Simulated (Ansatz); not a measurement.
# Hypothetical P6_3/mmc HgI2: pressure series

The parent structure is HgI2 in the 2H-MoS2 type structure (space group P6_3/mmc, No. 194; a = 4.071 Å, c = 13.561 Å; a hypothetical phase, not in the database extracts checked; layered, stacked along the Cartesian z axis).

Cell and atoms are relaxed at each pressure.

Level of theory: PBEsol-D3(BJ), PAW, 420 eV (Ansatz, a program for electronic structure; spin-orbit coupling left out).

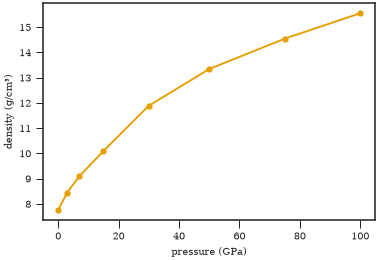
Density against pressure

| pressure (GPa) | density |
|---|---|
| 3 | 8.45 g/cm³ |
| 7 | 9.09 g/cm³ |
| 15 | 10.09 g/cm³ |
| 30 | 11.88 g/cm³ |
| 50 | 13.34 g/cm³ |
| 75 | 14.54 g/cm³ |
| 100 | 15.55 g/cm³ |

From pressure 30 GPa on, the axis ratios lie over 15 % from the base's, so the cell there is far from its starting form. Load acts through the strain it causes; cell and atoms are relaxed under it. Stability against distortions was not tested. Competing high-pressure phases were not computed. The final runs are not spin-polarised.
